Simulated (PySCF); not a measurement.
# PS₂⁺: stationary points from several starts

Which structure of PS₂⁺ lies lowest? The starts are linear and bent; the spin state tried: singlet. Each end point is tested by its vibrations.

Program: PySCF 2.14.0. Level of theory: PBE0, basis P def2-TZVP, S def2-TZVP, no relativity, density fitting. These are calculated values, not measurements.

**1. The starting structure**

3 atoms, charge 1, spin multiplicity 1.

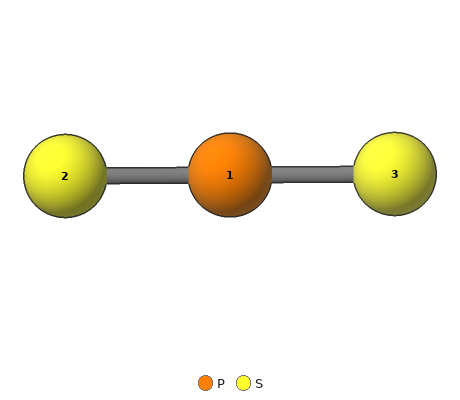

As it starts; phosphorus orange, sulfur yellow; atoms are numbered from 1 in the order of the file.

Coordinates in bohr (charge 1 multiplicity 1):
```
P     0.0000    0.0000    0.0000
S     0.0000    0.0000    3.6298
S     0.0000    0.0000   -3.6298
```

**2. The SCF at the typed geometry**

The steps below are one call of a driver around PySCF. For each, scf.py gives the equivalent set-up of the SCF; relaxations use the driver's own optimiser. After this first run the driver tries any further starts and a stability analysis.

scf.py

```python
from pyscf import gto, scf, dft
mol = gto.M(atom='''
P      0.000000     0.000000     0.000000
S      0.000000     0.000000     1.920800
S      0.000000     0.000000    -1.920800''',
    basis={'P': 'def2-TZVP', 'S': 'def2-TZVP'},
    charge=1, spin=0)
mf = dft.RKS(mol, xc='PBE0')
mf.grids.atom_grid = (50, 194)
aux = {'P': 'def2-universal-JKFIT', 'S': 'def2-universal-JKFIT'}
mf = mf.density_fit(auxbasis=aux)
mf.conv_tol = 1e-08
mf.diis_space = 10
mf.max_cycle = 60
mf.init_guess = 'minao'
mf.verbose = 4
mf.kernel()
```

On the command line:

```sh
$ OMP_NUM_THREADS=2 python axn.py task.json out
```

After this run come: Relaxation: linear start, singlet; Frequencies; Bent start, singlet: relaxation.

Before running it: what results should come out? Wanted: lowest minimum; geometry; wavenumbers; dipole moment; highest occupied, lowest empty level; polar-tensor charge of P1; zero-point energy.

**Answer**, as computed:

| quantity | value |
| --- | --- |
| lowest minimum | singlet, D∞h |
| geometry | P–S 1.835 Å (×2); S–P–S 180.0° |
| wavenumbers (cm⁻¹) | 188 (πu), 587 (σg+), 1021 (σu+) |
| dipole moment (centre of mass) | 0.00 D |
| highest occupied, lowest empty level | -14.82, -9.05 eV |
| polar-tensor charge of P1 | +0.86 e |
| zero-point energy | 11.9 kJ/mol |
| entropy at 298.15 K | 254.9 J/(mol K) |

The lowest minimum found is the singlet of D∞h symmetry. In the infrared the band at 1021 cm⁻¹ (σu+) leads. The density between P1 and S2 is high and ELF large, as in a shared bond. A search over typed starts can miss a lower isomer.
